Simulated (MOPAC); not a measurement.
# Geometry relaxation of CH₇OSbSi (part 1 of 2)

The run: geometry relaxation of CH₇OSbSi. Method and program: MNDO, closed shell (MOPAC 23.2.5).

The atoms were displaced at random from an optimised geometry.

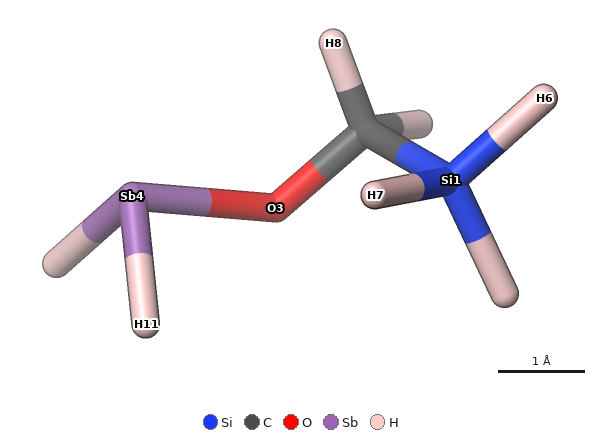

Fig. 1: The structure as given in the input (stick view, seen at a tilt; atoms are numbered from 1 in the order of the input). Sticks mark near contacts. Bond lengths as drawn: C–H 1.09 to 1.11 Å, C–O 1.42 Å, C–Si 1.87 Å, H–Sb 1.72 to 1.73 Å, H–Si 1.49 to 1.50 Å and O–Sb 1.97 Å.

## The input (ch7osbsi.mop)
```
CYCLES=300 PRECISE GNORM=0.01 MULLIK DISP EF MNDO THREADS=1 AUX(PRECISION=6)
MNDO optimise
[SiH3]C[O][SbH2]
Si    -1.008591     1.275898    -0.091167
C      0.201525     0.342432     0.989573
O      0.322991    -1.018888     0.592454
Sb     1.556442    -1.441981    -0.890169
H     -2.370155     0.658103    -0.009616
H     -1.116665     2.708956     0.312446
H     -0.562095     1.199441    -1.508514
H      1.183889     0.864178     1.002931
H     -0.136501     0.333142     2.030430
H      1.703931    -3.086104    -0.376412
H      0.341434    -1.911890    -2.019766
```

Launched with:
```bash
mopac ch7osbsi.mop
```

## What the program printed
```
MOPAC v23.2.5
MNDO CALCULATION RESULTS

 *  MNDO       - The MNDO Hamiltonian to be used
 *  PRECISE    - TIGHTER CRITERIA TO BE USED
 *  EF         - USE EF ROUTINE FOR MINIMUM SEARCH
 *  THREADS=1  - MULTI-THREADING NOT USED
 *  CYCLES=    - DO A MAXIMUM OF 300 STEPS
 *  GNORM      - EXIT WHEN GRADIENT NORM DROPS BELOW 0.010
 *  AUX        - OUTPUT AUXILIARY INFORMATION
 *  DISP       - PRINT DISPERSION AND HYDROGEN BOND ENERGIES
 *  MULLIK     - THE MULLIKEN ANALYSIS TO BE PERFORMED
CYCLES=300 PRECISE GNORM=0.01 MULLIK DISP EF MNDO THREADS=1 AUX(PRECISION=6)
 MNDO optimise
 [SiH3]C[O][SbH2]
   ATOM   CHEMICAL          X               Y               Z
  NUMBER   SYMBOL      (ANGSTROMS)     (ANGSTROMS)     (ANGSTROMS)

     1      Si         -1.00859100  *   1.27589800  *  -0.09116700  *
     2       C          0.20152500  *   0.34243200  *   0.98957300  *
     3       O          0.32299100  *  -1.01888800  *   0.59245400  *
     4      Sb          1.55644200  *  -1.44198100  *  -0.89016900  *
     5       H         -2.37015500  *   0.65810300  *  -0.00961600  *
     6       H         -1.11666500  *   2.70895600  *   0.31244600  *
     7       H         -0.56209500  *   1.19944100  *  -1.50851400  *
     8       H          1.18388900  *   0.86417800  *   1.00293100  *
     9       H         -0.13650100  *   0.33314200  *   2.03043000  *
    10       H          1.70393100  *  -3.08610400  *  -0.37641200  *
    11       H          0.34143400  *  -1.91189000  *  -2.01976600  *

          CARTESIAN COORDINATES

    NO.       ATOM           X           Y           Z

     1        Si         -1.0086      1.2759     -0.0912
     2         C          0.2015      0.3424      0.9896
     3         O          0.3230     -1.0189      0.5925
     4        Sb          1.5564     -1.4420     -0.8902
     5         H         -2.3702      0.6581     -0.0096
     6         H         -1.1167      2.7090      0.3124
     7         H         -0.5621      1.1994     -1.5085
     8         H          1.1839      0.8642      1.0029
     9         H         -0.1365      0.3331      2.0304
    10         H          1.7039     -3.0861     -0.3764
    11         H          0.3414     -1.9119     -2.0198

           Empirical Formula: C H7 O Si Sb  =    11 atoms

      MOLECULAR POINT GROUP   :   C1

      RHF CALCULATION, NO. OF DOUBLY OCCUPIED LEVELS = 13

          Geometry optimization using EF

          DIAGONAL MATRIX USED AS START HESSIAN
```

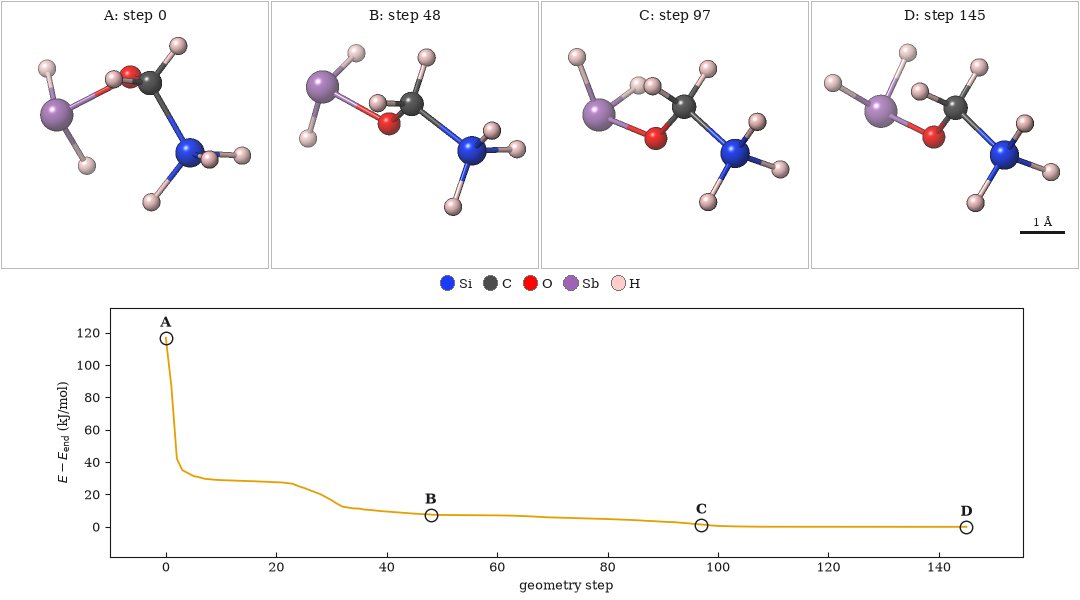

Fig. 2: Frames of the relaxation (ball-and-stick view, seen at a tilt) above the curves, on which the letters mark them (steps are counted from 0).

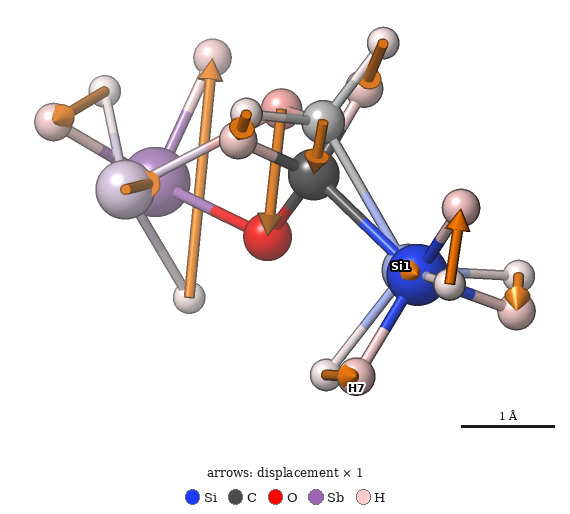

Fig. 3: Start (faint) and end (solid) with the displacements as orange arrows, at true length (ball-and-stick view, seen at a tilt). The two geometries are laid on each other by the best rigid fit. After 145 geometry steps the energy has fallen by 116.8 kJ/mol. Largest force component: 2.7 eV/Å at the start, 0.00018 eV/Å at the end. The atom that moves furthest after the best rigid fit is H11 (2.64 Å). By element the largest moves are H 2.64 Å, O 1.40 Å, Sb 1.03 Å, C 0.69 Å, Si 0.34 Å. Among the contacts that change: Sb4–H10 1.729 → 1.537 Å, Sb4–H11 1.724 → 1.537 Å, Si1–H5 1.497 → 1.377 Å, Si1–H6 1.493 → 1.380 Å. Among the angles that change: C2–O3–Sb4 117.9° → 129.7°, O3–Sb4–H10 91.9° → 101.4°, O3–C2–H9 106.5° → 111.5°. (Atoms are counted from 1 in the order of the input.)

```
 CYCLE:     1 TIME:   0.008 TIME LEFT:  2.00D  GRAD.:   153.183 HEAT:  6.720823
 CYCLE:     2 TIME:   0.008 TIME LEFT:  2.00D  GRAD.:   224.975 HEAT:-0.3953672
 CYCLE:     3 TIME:   0.008 TIME LEFT:  2.00D  GRAD.:    83.551 HEAT: -11.15108
 CYCLE:     4 TIME:   0.008 TIME LEFT:  2.00D  GRAD.:    55.397 HEAT: -12.84125
 CYCLE:     5 TIME:   0.008 TIME LEFT:  2.00D  GRAD.:    39.169 HEAT: -13.26258
 CYCLE:     6 TIME:   0.000 TIME LEFT:  2.00D  GRAD.:    27.738 HEAT: -13.69719
 CYCLE:     7 TIME:   0.008 TIME LEFT:  2.00D  GRAD.:    24.591 HEAT: -13.87734
 CYCLE:     8 TIME:   0.008 TIME LEFT:  2.00D  GRAD.:    10.142 HEAT: -14.10593
 CYCLE:     9 TIME:   0.008 TIME LEFT:  2.00D  GRAD.:     6.699 HEAT: -14.18853
 CYCLE:    10 TIME:   0.000 TIME LEFT:  2.00D  GRAD.:     5.558 HEAT: -14.26239
[... 126 lines of further cycles ...]
 CYCLE:   137 TIME:   0.000 TIME LEFT:  2.00D  GRAD.:     0.389 HEAT: -21.20604
 CYCLE:   138 TIME:   0.000 TIME LEFT:  2.00D  GRAD.:     0.131 HEAT: -21.20695
 CYCLE:   139 TIME:   0.008 TIME LEFT:  2.00D  GRAD.:     0.054 HEAT: -21.20697
 CYCLE:   140 TIME:   0.000 TIME LEFT:  2.00D  GRAD.:     0.042 HEAT: -21.20694
 CYCLE:   141 TIME:   0.000 TIME LEFT:  2.00D  GRAD.:     0.024 HEAT: -21.20697
 CYCLE:   142 TIME:   0.008 TIME LEFT:  2.00D  GRAD.:     0.024 HEAT: -21.20698
 CYCLE:   143 TIME:   0.000 TIME LEFT:  2.00D  GRAD.:     0.011 HEAT: -21.20698
 CYCLE:   144 TIME:   0.000 TIME LEFT:  2.00D  GRAD.:     0.016 HEAT: -21.20696
 CYCLE:   145 TIME:   0.008 TIME LEFT:  2.00D  GRAD.:     0.011 HEAT: -21.20697
 CYCLE:   146 TIME:   0.000 TIME LEFT:  2.00D  GRAD.:     0.010 HEAT: -21.20697

     GRADIENT =  0.00977 IS LESS THAN CUTOFF =  0.01000

 -------------------------------------------------------------------------------
 CYCLES=300 PRECISE GNORM=0.01 MULLIK DISP EF MNDO THREADS=1 AUX(PRECISION=6)
 MNDO optimise
 [SiH3]C[O][SbH2]

     GEOMETRY OPTIMISED USING EIGENVECTOR FOLLOWING (EF).
     SCF FIELD WAS ACHIEVED

                              MNDO CALCULATION

          FINAL HEAT OF FORMATION =        -21.20697 KCAL/MOL =     -88.72998 KJ/MOL

          TOTAL ENERGY            =     -17490.50219 KCAL/MOL = ELECTRONIC ENERGY + CORE-CORE REPULSION
          ENERGY OF ATOMS         =      17469.29521 KCAL/MOL
                              SUM =        -21.20697 KCAL/MOL
          DISPERSION ENERGY       =          0.00000 KCAL/MOL
                              SUM =        -21.20697 KCAL/MOL = FINAL HEAT OF FORMATION

          TOTAL ENERGY            =       -758.45996 EV
          ELECTRONIC ENERGY       =      -2332.68011 EV
          CORE-CORE REPULSION     =       1574.22015 EV
          COSMO AREA              =        154.69 SQUARE ANGSTROMS
          COSMO VOLUME            =        150.03 CUBIC ANGSTROMS

          GRADIENT NORM           =          0.00977          =       0.00295 PER ATOM
          IONIZATION POTENTIAL    =          9.958070 EV
          HOMO LUMO ENERGIES (EV) =         -9.958  0.445
          NO. OF FILLED LEVELS    =         13
          MOLECULAR WEIGHT        =        184.9012         POINT GROUP:  Cs

          MOLECULAR DIMENSIONS (Angstroms)

            Atom       Atom       Distance
            H    11    H     6     5.79381
            H    10    H     5     3.63035
            H     7    H     9     2.72640

          SCF CALCULATIONS        =        158

          WALL-CLOCK TIME         =      0.445 SECONDS
          COMPUTATION TIME        =      0.283 SECONDS

   ATOM   CHEMICAL          X               Y               Z
  NUMBER   SYMBOL      (ANGSTROMS)     (ANGSTROMS)     (ANGSTROMS)

     1      Si         -1.22508939  *   1.52999964  *   0.25328027  *
     2       C         -0.00582425  *   0.20815774  *   0.60298251  *
     3       O          0.38903312  *  -0.38515890  *  -0.56835204  *
     4      Sb          1.63393443  *  -1.81944342  *  -0.85969800  *
     5       H         -2.35626264  *   1.01972444  *  -0.34308589  *
     6       H         -1.58542253  *   2.09094080  *   1.46168355  *
     7       H         -0.67875524  *   2.51588101  *  -0.53737586  *
     8       H          0.86973407  *   0.63665556  *   1.16426759  *
     9       H         -0.44976536  *  -0.54030692  *   1.31570059  *
    10       H          2.82690070  *  -1.36416919  *  -0.00426964  *
    11       H          1.16121630  *  -2.84705212  *   0.18087037  *

                             CARTESIAN COORDINATES

   1   Si       -1.225089385     1.529999638     0.253280274
   2    C       -0.005824254     0.208157742     0.602982513
   3    O        0.389033119    -0.385158897    -0.568352040
   4   Sb        1.633934434    -1.819443417    -0.859698001
   5    H       -2.356262638     1.019724439    -0.343085889
   6    H       -1.585422533     2.090940799     1.461683553
   7    H       -0.678755243     2.515881011    -0.537375856
   8    H        0.869734067     0.636655565     1.164267592
   9    H       -0.449765356    -0.540306923     1.315700588
  10    H        2.826900696    -1.364169192    -0.004269638
  11    H        1.161216303    -2.847052122     0.180870371

           Empirical Formula: C H7 O Si Sb  =    11 atoms

      MOLECULAR POINT GROUP   :   Cs

                  EIGENVALUES
 -40.72264 -27.45716 -19.06892 -16.79770 -15.44728 -14.66872 -13.21353 -12.99235
 -11.77437 -11.77380 -10.71024 -10.44099  -9.95807   0.44485   0.97855   0.98715
   2.69787   2.73857   2.83770   3.48521   4.13240   5.13094   6.45621

              NET ATOMIC CHARGES AND DIPOLE CONTRIBUTIONS

  ATOM NO.   TYPE          CHARGE      No. of ELECS.   s-Pop       p-Pop
    1         Si           1.518944        2.4811     1.00334     1.47772
    2          C          -0.157105        4.1571     1.27208     2.88503
    3          O          -0.533932        6.5339     1.82266     4.71128
    4         Sb           0.906884        4.0931     1.82001     2.27310
    5          H          -0.370449        1.3704     1.37045
    6          H          -0.387560        1.3876     1.38756
    7          H          -0.370425        1.3704     1.37043
    8          H          -0.032993        1.0330     1.03299
    9          H          -0.032990        1.0330     1.03299
   10          H          -0.270186        1.2702     1.27019
   11          H          -0.270188        1.2702     1.27019
 DIPOLE           X         Y         Z       TOTAL
 POINT-CHG.     0.295    -0.665    -2.671     2.768
 HYBRID         0.467    -0.269     2.022     2.093
 SUM            0.762    -0.934    -0.649     1.369

          ATOMIC ORBITAL ELECTRON POPULATIONS

     Atom    s        px        py        pz
    1 Si   1.00334   0.49887   0.49802   0.48082
    2  C   1.27208   1.02425   1.02886   0.83192
    3  O   1.82266   1.69794   1.59974   1.41359
    4 Sb   1.82001   0.70372   0.68361   0.88577
    5  H   1.37045
    6  H   1.38756
    7  H   1.37043
    8  H   1.03299
    9  H   1.03299
   10  H   1.27019
   11  H   1.27019

           MULLIKEN POPULATION ANALYSIS

        MULLIKEN POPULATIONS AND CHARGES

      NO.  ATOM   POPULATION      CHARGE
        1   Si     2.160955      1.839045
        2    C     4.264448     -0.264448
        3    O     6.604527     -0.604527
        4   Sb     3.952065      1.047935
        5    H     1.444445     -0.444445
        6    H     1.462404     -0.462404
        7    H     1.444419     -0.444419
        8    H     1.013158     -0.013158
        9    H     1.013156     -0.013156
       10    H     1.320214     -0.320214
       11    H     1.320208     -0.320208

          Chemical-Potential Equalization

          Energy                    =                  NaN   kcal/mol
          Pot(1)                    =                  NaN   eV
          Dipole correction(1)      =                  NaN   au

 *                    *
 * JOB ENDED NORMALLY *
 *                    *

 TOTAL JOB TIME:             0.45 SECONDS

 == MOPAC DONE ==
```

## Trajectory as extended XYZ (Å, eV, eV/Å), 20 of the 146 frames kept, from step=0 to step=145
```
11
Properties=species:S:1:pos:R:3:forces:R:3 step=0 energy=0.29144
Si   -1.0086    1.2759   -0.0912   -1.0790   0.3353  -0.6024
C     0.2015    0.3424    0.9896   -0.4913  -1.5459  -2.0363
O     0.3230   -1.0189    0.5925    0.2744   2.0722   0.1158
Sb    1.5564   -1.4420   -0.8902   -1.6469  -2.7207  -0.2212
H    -2.3702    0.6581   -0.0096    1.8569   0.9008  -0.0725
H    -1.1167    2.7090    0.3124    0.2423  -1.9244  -0.4852
H    -0.5621    1.1994   -1.5085   -0.4957   0.1771   1.8066
H     1.1839    0.8642    1.0029    0.2503   0.0583  -0.0020
H    -0.1365    0.3331    2.0304   -0.2984   0.0321   0.8307
H     1.7039   -3.0861   -0.3764   -0.0436   1.9765  -0.6479
H     0.3414   -1.9119   -2.0198    1.4310   0.6388   1.3143
11
Properties=species:S:1:pos:R:3:forces:R:3 step=8 energy=-0.61527
Si   -1.0275    1.2702   -0.0804    0.0013   0.0711   0.0310
C     0.1810    0.3445    0.9409   -0.0906   0.0859   0.0574
O     0.3481   -0.9669    0.5541    0.0476  -0.1075   0.0214
Sb    1.5483   -1.4811   -0.8824   -0.0469  -0.0890  -0.0286
H    -2.2879    0.7267   -0.0084   -0.0111  -0.0262   0.0054
H    -1.1008    2.5833    0.3414    0.0653  -0.0621   0.0203
H    -0.5732    1.2476   -1.3849   -0.0526   0.0557  -0.0002
H     1.1624    0.8933    0.9847   -0.0149   0.0524  -0.0124
H    -0.1619    0.3288    2.0146    0.0048   0.0366  -0.0782
H     1.7186   -2.9403   -0.4290    0.0210  -0.0277   0.0158
H     0.4473   -1.8274   -1.9079    0.0762   0.0108  -0.0320
11
Properties=species:S:1:pos:R:3:forces:R:3 step=15 energy=-0.62626
Si   -1.0487    1.2875   -0.0715    0.0607   0.0311  -0.0051
C     0.1731    0.3500    0.9192   -0.0160   0.0136  -0.0059
O     0.3615   -0.9655    0.5541   -0.0234  -0.0230  -0.0095
Sb    1.5589   -1.5004   -0.8779    0.0367  -0.0378  -0.0045
H    -2.3006    0.7204   -0.0107   -0.0013   0.0415   0.0162
H    -1.0835    2.5811    0.4090   -0.0581  -0.0404   0.0103
H    -0.6168    1.3337   -1.3819   -0.0339  -0.0023  -0.0079
H     1.1447    0.9177    0.9481    0.0121   0.0082  -0.0007
H    -0.1690    0.3512    1.9922    0.0306  -0.0252  -0.0203
H     1.7168   -2.9676   -0.4385   -0.0235   0.0192   0.0360
H     0.4817   -1.8283   -1.9300    0.0162   0.0152  -0.0086
11
Properties=species:S:1:pos:R:3:forces:R:3 step=23 energy=-0.64423
Si   -1.1220    1.3616    0.0015   -0.0363  -0.0501  -0.0590
C     0.1754    0.3765    0.8471   -0.0185   0.0446   0.0101
O     0.3076   -0.9210    0.4058   -0.1139   0.0221  -0.0030
Sb    1.6282   -1.5767   -0.8547   -0.1002   0.1468   0.1095
H    -2.3684    0.7813    0.0810    0.0357   0.0009   0.0827
H    -1.1757    2.6201    0.5765    0.0416  -0.1156  -0.0265
H    -0.7968    1.4913   -1.3320    0.0471   0.0582  -0.0089
H     1.1537    0.9307    0.8262    0.0028   0.0425  -0.0267
H    -0.0891    0.3440    1.9434    0.0831  -0.0632  -0.0480
H     1.6506   -3.0149   -0.3094   -0.0277  -0.0292  -0.0532
H     0.6307   -1.8660   -1.9976    0.0863  -0.0570   0.0229
```
